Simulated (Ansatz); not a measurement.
## Geometry relaxation, with input and output: Si4H12O4 (part 2 of 3)

Si4H12O4; RKS PBE0-D4/def2-SVP (Ansatz 0.2.0). The input holds or restrains some coordinates.

Geometry of the input (Å):
```
Si -1.3148  0.3829  0.3983
O  -0.4083  -0.2661  -1.2089
Si 0.9361  -0.8090  -1.9144
O  -0.3286  1.6559  0.5684
Si 1.1681  2.2053  0.8399
O  -0.8551  -0.9451  1.2049
Si 0.0606  -2.2338  1.5432
H  -2.4468  0.6968  1.2728
H  -1.4112  0.2684  -1.6117
O  -2.3524  0.7884  -1.0898
H  1.0466  -2.2566  -1.7185
H  0.7361  -0.4800  -3.3329
H  2.1170  -0.1206  -1.3850
H  2.0063  1.1772  1.4554
H  1.7047  2.6257  -0.4591
H  0.9481  3.3444  1.7297
H  -0.3212  -3.3165  0.6328
H  -0.2922  -2.5376  2.9298
H  1.4814  -1.9041  1.3986
H  -2.4745  1.7245  -1.2536
```

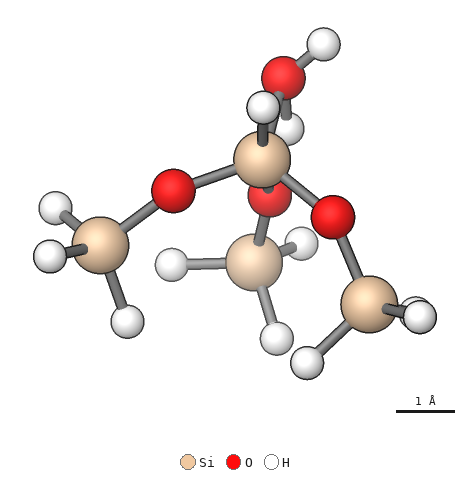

The geometry at step 8 of the log (ball-and-stick view, seen at a tilt).

Trajectory as extended XYZ, continued
```
20
Properties=species:S:1:pos:R:3:forces:R:3 step=2 energy=-39861.09800
Si   -1.3533    0.4022    0.4010   -0.5964   0.0944  -0.2097
O    -0.4512   -0.2580   -1.2041   -0.8885   0.3773   0.3000
Si    0.9186   -0.8225   -1.9038    0.6773  -0.2724  -0.4931
O    -0.3571    1.6882    0.5638   -0.1107   0.2428  -0.0395
Si    1.1541    2.2587    0.8312    0.3844   0.3178   0.0708
O    -0.8817   -0.9453    1.2001   -0.0455  -0.0927   0.1423
Si    0.0363   -2.2571    1.5341    0.1007  -0.3747   0.2182
H    -2.5162    0.7220    1.2659   -0.0683   0.0429   0.0680
H    -1.4207    0.3143   -1.6358   -0.0995   0.0271   0.0927
O    -2.3827    0.7794   -1.1001    0.3164  -0.1783  -0.2906
H     1.0688   -2.2872   -1.7010   -0.0149  -0.1228   0.0258
H     0.8147   -0.5291   -3.3637    0.0498  -0.0238  -0.0365
H     2.1238   -0.1491   -1.3516    0.0808   0.0929   0.0817
H     2.0311    1.2309    1.4494    0.0578  -0.1402   0.0684
H     1.7682    2.6937   -0.4542    0.0409   0.0397  -0.0785
H     1.0457    3.4307    1.7429    0.0578   0.0558   0.0311
H    -0.3093   -3.3867    0.6306   -0.0383  -0.0943  -0.0646
H    -0.2342   -2.6475    2.9454    0.0442  -0.0711   0.0422
H     1.4868   -1.9599    1.3816    0.1381   0.0624  -0.0379
H    -2.5421    1.7223   -1.2317   -0.0861   0.0170   0.1091
20
Properties=species:S:1:pos:R:3:forces:R:3 step=3 energy=-39861.14858
Si   -1.3711    0.4091    0.4012   -0.0694  -0.0145  -0.0844
O    -0.4652   -0.2467   -1.2036   -0.2338   0.1430  -0.1050
Si    0.9348   -0.8202   -1.8909    0.2241  -0.0877  -0.0979
O    -0.3611    1.7055    0.5575   -0.0438   0.1116   0.0280
Si    1.1648    2.2800    0.8164    0.1211   0.0321   0.0332
O    -0.8921   -0.9539    1.2027   -0.0391  -0.0360   0.0932
Si    0.0262   -2.2817    1.5323    0.0538  -0.0896   0.0176
H    -2.5329    0.7377    1.2741    0.0336   0.0165  -0.0053
H    -1.4220    0.3362   -1.6491   -0.0171  -0.0921   0.1740
O    -2.3959    0.7685   -1.1075    0.1705   0.1094  -0.1405
H     1.0731   -2.2919   -1.6762   -0.0142   0.0312   0.0197
H     0.8693   -0.5445   -3.3595    0.0035   0.0009   0.0428
H     2.1270   -0.1291   -1.3097   -0.0433  -0.0104   0.0051
H     2.0323    1.2305    1.4353   -0.0185   0.0075  -0.0168
H     1.7786    2.7174   -0.4753   -0.0193  -0.0164   0.0082
H     1.0908    3.4589    1.7303   -0.0037  -0.0255  -0.0169
H    -0.3335   -3.4154    0.6274   -0.0138   0.0200   0.0070
H    -0.2098   -2.6969    2.9474    0.0088   0.0197  -0.0321
H     1.4815   -1.9743    1.3543   -0.0246   0.0020  -0.0086
H    -2.5947    1.7107   -1.2071   -0.0748  -0.1219   0.0785
20
Properties=species:S:1:pos:R:3:forces:R:3 step=4 energy=-39861.16232
Si   -1.3566    0.4228    0.3817   -0.1528   0.1460  -0.0050
O    -0.4752   -0.2153   -1.2438   -0.1064   0.1318   0.0706
Si    0.9724   -0.8085   -1.8396   -0.1561   0.0959  -0.1335
O    -0.3584    1.7381    0.5404    0.0717  -0.0908  -0.0117
Si    1.1874    2.2788    0.7952   -0.1213  -0.0080  -0.0224
O    -0.8858   -0.9445    1.1886    0.0781  -0.0317  -0.0572
Si    0.0189   -2.2920    1.4926   -0.0626   0.0012   0.0608
H    -2.4982    0.7679    1.2749    0.0012   0.0151   0.0231
H    -1.4548    0.3506   -1.6607    0.0759  -0.0344  -0.0260
O    -2.4329    0.7460   -1.0990    0.2732  -0.0767   0.0626
H     1.0880   -2.2728   -1.5906   -0.0112  -0.0197   0.0355
H     0.9880   -0.5605   -3.3137    0.0091  -0.0007   0.0408
H     2.1242   -0.1040   -1.2054   -0.0096   0.0027   0.0383
H     2.0326    1.2087    1.4050    0.0102  -0.0130  -0.0022
H     1.7956    2.7089   -0.4996    0.0212  -0.0053  -0.0026
H     1.1367    3.4522    1.7149    0.0102  -0.0011   0.0004
H    -0.4069   -3.4246    0.6178    0.0038   0.0069  -0.0183
H    -0.1717   -2.6846    2.9188   -0.0014   0.0017   0.0034
H     1.4708   -2.0175    1.2655    0.0215   0.0055  -0.0337
H    -2.7742    1.6502   -1.1431    0.0452  -0.1255  -0.0227
20
Properties=species:S:1:pos:R:3:forces:R:3 step=5 energy=-39861.16804
Si   -1.3642    0.4243    0.3894   -0.0556   0.0659  -0.1073
O    -0.4730   -0.2083   -1.2328   -0.0802   0.0863  -0.0907
Si    0.9724   -0.7933   -1.8369   -0.0981   0.0365   0.0605
O    -0.3589    1.7334    0.5393    0.0365  -0.0137   0.0261
Si    1.1879    2.2701    0.7856   -0.0501  -0.0289  -0.0102
O    -0.8878   -0.9443    1.1927    0.0019   0.0170  -0.0357
Si    0.0159   -2.2927    1.4945   -0.0159   0.0199  -0.0352
H    -2.5007    0.7758    1.2873   -0.0042   0.0104  -0.0197
H    -1.4512    0.3460   -1.6682    0.1190  -0.0762   0.1241
O    -2.4302    0.7324   -1.1019    0.1267   0.0160   0.1123
H     1.0886   -2.2557   -1.5694   -0.0014  -0.0135  -0.0440
H     0.9935   -0.5377   -3.3082    0.0093  -0.0100   0.0248
H     2.1151   -0.0938   -1.1790    0.0078   0.0100  -0.0235
H     2.0337    1.1969    1.3907   -0.0019  -0.0030   0.0095
H     1.8007    2.6910   -0.5107   -0.0049   0.0093  -0.0013
H     1.1474    3.4446    1.7048    0.0053  -0.0004  -0.0071
H    -0.4098   -3.4193    0.6110   -0.0146  -0.0047   0.0188
H    -0.1683   -2.6847    2.9221    0.0071  -0.0019  -0.0109
H     1.4660   -2.0185    1.2448   -0.0009  -0.0009   0.0189
H    -2.7773    1.6337   -1.1553    0.0142  -0.1181  -0.0093
20
Properties=species:S:1:pos:R:3:forces:R:3 step=6 energy=-39861.18257
Si   -1.3478    0.4521    0.4067   -0.2519   0.0621  -0.1468
O    -0.4266   -0.1661   -1.2042   -0.1233   0.1431  -0.1590
Si    0.9984   -0.7648   -1.8332   -0.0300  -0.0134  -0.0125
O    -0.3381    1.7525    0.5683    0.0025   0.0330   0.0040
Si    1.2133    2.2809    0.7871    0.0218  -0.0057  -0.0108
O    -0.9021   -0.9276    1.1990   -0.0180  -0.0570   0.0282
Si   -0.0208   -2.2943    1.4841   -0.0026   0.0122  -0.0058
H    -2.4827    0.8419    1.2915    0.0084   0.0133   0.0075
H    -1.4402    0.3096   -1.6513    0.1730  -0.1303   0.1192
O    -2.4389    0.6440   -1.0860    0.2111  -0.0203   0.1554
H     1.0947   -2.2367   -1.6061   -0.0018   0.0040  -0.0132
H     1.0031   -0.4860   -3.2992    0.0093   0.0006  -0.0092
H     2.1669   -0.0959   -1.1900   -0.0089   0.0051   0.0109
H     2.0548    1.2067    1.3974    0.0032   0.0029   0.0002
H     1.8150    2.6828   -0.5207   -0.0021   0.0026   0.0009
H     1.1962    3.4666    1.6924   -0.0039  -0.0023  -0.0055
H    -0.4729   -3.4101    0.6006   -0.0137   0.0065  -0.0004
H    -0.1982   -2.6943    2.9098   -0.0076   0.0036  -0.0012
H     1.4330   -2.0447    1.2329    0.0017   0.0061  -0.0057
H    -2.9072    1.4835   -1.1792    0.0328  -0.0661   0.0438
20
Properties=species:S:1:pos:R:3:forces:R:3 step=7 energy=-39861.18668
Si   -1.3349    0.4765    0.4246   -0.3207   0.0590  -0.1405
O    -0.3770   -0.1133   -1.1756   -0.1262   0.0563  -0.2958
Si    1.0286   -0.7301   -1.8329   -0.0327  -0.0198  -0.0018
O    -0.3183    1.7707    0.5960    0.0011   0.0507   0.0221
Si    1.2396    2.2928    0.7807    0.0133   0.0007  -0.0066
O    -0.9228   -0.9166    1.2108   -0.0533  -0.0171   0.0043
Si   -0.0637   -2.3013    1.4773    0.0037   0.0308  -0.0154
H    -2.4615    0.9089    1.3019    0.0015   0.0010  -0.0182
H    -1.4286    0.2602   -1.6322    0.2784  -0.1101   0.1212
O    -2.4413    0.5500   -1.0673   -0.2422   0.5632   0.1811
H     1.1045   -2.2108   -1.6453   -0.0128   0.0310   0.0071
H     1.0241   -0.4273   -3.2949    0.0027   0.0147   0.0016
H     2.2154   -0.0934   -1.1895   -0.0276  -0.0085   0.0090
H     2.0819    1.2204    1.3946    0.0059   0.0098  -0.0112
H     1.8267    2.6782   -0.5392   -0.0060  -0.0081   0.0053
H     1.2435    3.4895    1.6723   -0.0050  -0.0092  -0.0096
H    -0.5473   -3.4016    0.5900    0.0019   0.0140  -0.0004
H    -0.2363   -2.7088    2.9015   -0.0052   0.0030  -0.0032
H     1.3924   -2.0722    1.2159   -0.0111  -0.0074  -0.0092
H    -3.0253    1.3286   -1.1891    0.5342  -0.6541   0.1603
20
Properties=species:S:1:pos:R:3:forces:R:3 step=8 energy=-39861.20905
Si   -1.3360    0.4862    0.4508   -0.4023  -0.0072  -0.0013
O    -0.3122   -0.0372   -1.1316   -0.1396   0.0261  -0.3696
Si    1.0546   -0.7156   -1.8098    0.0023   0.0198   0.0143
O    -0.3281    1.7799    0.6878   -0.0278  -0.0149   0.0260
Si    1.2377    2.3110    0.7543    0.0009   0.0024  -0.0343
O    -0.9867   -0.9419    1.1997    0.0017   0.0152   0.0090
Si   -0.0982   -2.3106    1.4537   -0.0232  -0.0023  -0.0139
H    -2.4764    0.9323    1.3082    0.0225   0.0096  -0.0750
H    -1.3891    0.2452   -1.5945    0.3382  -0.0704   0.0996
O    -2.4295    0.4741   -1.0524    0.1864   0.1190   0.4131
H     1.0362   -2.2035   -1.6882   -0.0127  -0.0024  -0.0039
H     1.0822   -0.3419   -3.2546    0.0022  -0.0008  -0.0076
H     2.2691   -0.1830   -1.1278   -0.0092  -0.0045   0.0113
H     2.1225    1.2693    1.3591    0.0042  -0.0025  -0.0009
H     1.7444    2.6429   -0.6114    0.0088  -0.0023  -0.0201
H     1.2842    3.5432    1.5930   -0.0056  -0.0042   0.0015
H    -0.5688   -3.4094    0.5583    0.0036   0.0047   0.0028
H    -0.2583   -2.7322    2.8752    0.0033   0.0058  -0.0060
H     1.3514   -2.0570    1.1837    0.0057   0.0043  -0.0061
H    -2.9993    1.2482   -1.1535    0.0406  -0.0955  -0.0388
20
Properties=species:S:1:pos:R:3:forces:R:3 step=9 energy=-39861.21032
Si   -1.3292    0.4921    0.4869   -0.5395   0.0571  -0.1739
O    -0.2532    0.0109   -1.0740   -0.1794   0.1757  -0.4036
Si    1.0858   -0.6990   -1.7739    0.0427   0.0096   0.0100
O    -0.3340    1.7851    0.7779   -0.0038  -0.0310   0.0296
Si    1.2309    2.3224    0.7180   -0.0209   0.0104  -0.0388
O    -1.0054   -0.9454    1.2274    0.0086   0.0409  -0.0016
Si   -0.1276   -2.3274    1.4402   -0.0017  -0.0058   0.0081
H    -2.4988    0.9454    1.2902   -0.0303  -0.0230   0.0426
H    -1.3084    0.3207   -1.5682    0.3434  -0.2778   0.0764
O    -2.3752    0.4673   -1.0496    0.4608  -0.1409   0.4815
H     0.9730   -2.1873   -1.7690   -0.0146  -0.0117   0.0031
H     1.1727   -0.2226   -3.1856   -0.0055   0.0058  -0.0118
H     2.3101   -0.2927   -1.0280    0.0061  -0.0077   0.0097
H     2.1584    1.3123    1.3088    0.0229  -0.0169   0.0065
H     1.6518    2.5991   -0.6896    0.0071  -0.0019  -0.0109
H     1.3162    3.5867    1.5025    0.0059   0.0063   0.0004
H    -0.6568   -3.4172    0.5695   -0.0087  -0.0143  -0.0158
H    -0.2296   -2.7431    2.8680    0.0094  -0.0024   0.0017
H     1.3123   -2.1021    1.1006    0.0010   0.0109   0.0000
H    -3.0932    1.0949   -1.1524   -0.1035   0.2165  -0.0133
20
Properties=species:S:1:pos:R:3:forces:R:3 step=10 energy=-39861.22851
Si   -1.3122    0.4781    0.4873   -0.3476   0.1961   0.0445
O    -0.1820    0.1830   -1.0816   -0.0483  -0.1352  -0.3705
Si    1.0840   -0.6981   -1.7349   -0.0437   0.0565  -0.0014
O    -0.3739    1.7914    0.8825   -0.0419  -0.0109  -0.0245
Si    1.1734    2.3594    0.6871   -0.0310   0.0049  -0.0268
O    -0.9147   -0.9769    1.1506   -0.0066  -0.0443  -0.0997
Si   -0.1092   -2.3897    1.4349    0.0124   0.0408  -0.0234
H    -2.5129    0.8355    1.2977    0.0110  -0.0433   0.0176
H    -1.2656    0.3896   -1.5683    0.3002  -0.0042   0.1261
O    -2.3428    0.4872   -1.0597    0.2194  -0.0145   0.2910
H     0.8020   -2.1633   -1.6746    0.0117  -0.0091   0.0003
H     1.2214   -0.2840   -3.1622    0.0101  -0.0135  -0.0085
H     2.3420   -0.3937   -0.9957   -0.0243  -0.0135   0.0135
H     2.1639    1.3689    1.2071    0.0180  -0.0031  -0.0033
H     1.4897    2.6484   -0.7459   -0.0125  -0.0045   0.0080
H     1.2896    3.6271    1.4614    0.0120   0.0038   0.0183
H    -0.6705   -3.4803    0.5837   -0.0004   0.0037   0.0039
H    -0.2512   -2.7642    2.8715   -0.0105   0.0224  -0.0010
H     1.3445   -2.2275    1.1162   -0.0146  -0.0151   0.0180
H    -2.9754    1.2090   -1.1574   -0.0134  -0.0169   0.0179
20
Properties=species:S:1:pos:R:3:forces:R:3 step=11 energy=-39861.22939
Si   -1.3085    0.4880    0.5011   -0.3712   0.0339   0.0524
O    -0.1597    0.2030   -1.0562    0.0784  -0.0768  -0.5296
Si    1.0927   -0.7018   -1.7148   -0.0518  -0.0058   0.1385
O    -0.3824    1.8041    0.9209    0.0316   0.0027  -0.1031
Si    1.1588    2.3806    0.6650   -0.0299  -0.0691  -0.0192
O    -0.9073   -0.9775    1.1378    0.0397  -0.0793  -0.0758
Si   -0.1143   -2.3992    1.4119   -0.0345   0.0712   0.0799
H    -2.5168    0.8058    1.3202    0.0293   0.0183  -0.0568
H    -1.2342    0.4224   -1.5573    0.3462  -0.0749   0.1430
O    -2.3187    0.4907   -1.0593    0.0527   0.1755   0.3886
H     0.7741   -2.1662   -1.6858   -0.0031   0.0887  -0.0174
H     1.2666   -0.2690   -3.1343    0.0066   0.0012   0.0400
H     2.3435   -0.4624   -0.9312   -0.0851   0.0125  -0.0757
H     2.1792    1.3988    1.1499   -0.0323   0.0045  -0.0222
H     1.4239    2.6614   -0.7834   -0.0370   0.0224   0.0849
H     1.3078    3.6429    1.4447   -0.0256   0.0005  -0.0235
H    -0.6988   -3.4853    0.5695    0.0232   0.0162   0.0000
H    -0.2583   -2.7567    2.8528   -0.0020  -0.0218  -0.0023
H     1.3436   -2.2593    1.1005   -0.0339  -0.0132  -0.0166
H    -2.9910    1.1799   -1.1523    0.0986  -0.1068   0.0149
20
Properties=species:S:1:pos:R:3:forces:R:3 step=12 energy=-39861.24928
Si   -1.2713    0.4640    0.4824   -0.4567   0.0729  -0.0695
O    -0.1390    0.2374   -1.0964   -0.0490   0.0200  -0.3438
Si    1.0823   -0.7296   -1.7096   -0.0433  -0.0282  -0.0239
O    -0.3979    1.8141    0.8939    0.0383  -0.0383   0.0247
Si    1.1261    2.4324    0.6446   -0.0121   0.0019   0.0027
O    -0.8198   -1.0122    1.0607    0.0696   0.0001  -0.0635
Si   -0.1054   -2.4487    1.4411   -0.0017   0.0175  -0.0093
H    -2.4761    0.7100    1.3271    0.0081   0.0027   0.0032
H    -1.2175    0.4897   -1.5729    0.3113  -0.0401   0.0868
O    -2.2972    0.5590   -1.0649    0.1866  -0.0169   0.3708
H     0.7059   -2.1758   -1.6559   -0.0011   0.0201  -0.0060
H     1.2988   -0.3326   -3.1324    0.0002  -0.0106   0.0071
H     2.3295   -0.5159   -0.9255    0.0046   0.0115   0.0201
H     2.1750    1.4337    1.0231   -0.0330   0.0245  -0.0212
H     1.3352    2.8406   -0.7777   -0.0060  -0.0034   0.0031
H     1.2697    3.6397    1.5098   -0.0056  -0.0306  -0.0044
H    -0.6949   -3.5419    0.6124   -0.0036   0.0042   0.0123
H    -0.3228   -2.7531    2.8863    0.0019   0.0173  -0.0131
H     1.3657   -2.3816    1.1716   -0.0265  -0.0044   0.0275
H    -2.9464    1.2709   -1.1179    0.0181  -0.0203  -0.0035
20
Properties=species:S:1:pos:R:3:forces:R:3 step=13 energy=-39861.26033
Si   -1.2397    0.4390    0.4587   -0.4437   0.0442  -0.0094
O    -0.1063    0.3061   -1.1298    0.0730  -0.1084  -0.3384
Si    1.0677   -0.7536   -1.7015   -0.1761   0.0323  -0.0194
O    -0.4169    1.8125    0.9023    0.0755  -0.0857   0.0511
Si    1.0852    2.4774    0.6222    0.0493  -0.0095  -0.0381
O    -0.7349   -1.0599    0.9473    0.1891  -0.0629  -0.0148
Si   -0.0865   -2.4966    1.4605   -0.1082   0.2072   0.0113
H    -2.4423    0.5999    1.3389    0.0981  -0.0335  -0.0911
H    -1.1877    0.5776   -1.5887    0.3049  -0.0245   0.0741
O    -2.2676    0.6267   -1.0787    0.0551   0.0355   0.3742
H     0.6049   -2.1781   -1.6230    0.0379   0.1034  -0.0136
H     1.3344   -0.4001   -3.1293   -0.0221  -0.0264   0.0419
H     2.3121   -0.5823   -0.9042    0.0087  -0.0197   0.0398
H     2.1711    1.4642    0.8743   -0.1393   0.1617  -0.0433
H     1.2153    2.9996   -0.7823   -0.0194  -0.0563   0.1783
H     1.2408    3.6213    1.5787    0.0147  -0.1200  -0.0994
H    -0.6818   -3.6136    0.6680    0.0180   0.0138   0.0120
H    -0.3832   -2.7177    2.9146    0.0235   0.0598  -0.1311
H     1.4015   -2.4931    1.2637   -0.1181   0.0153   0.0205
H    -2.8862    1.3706   -1.0919    0.0790  -0.1263  -0.0044
```
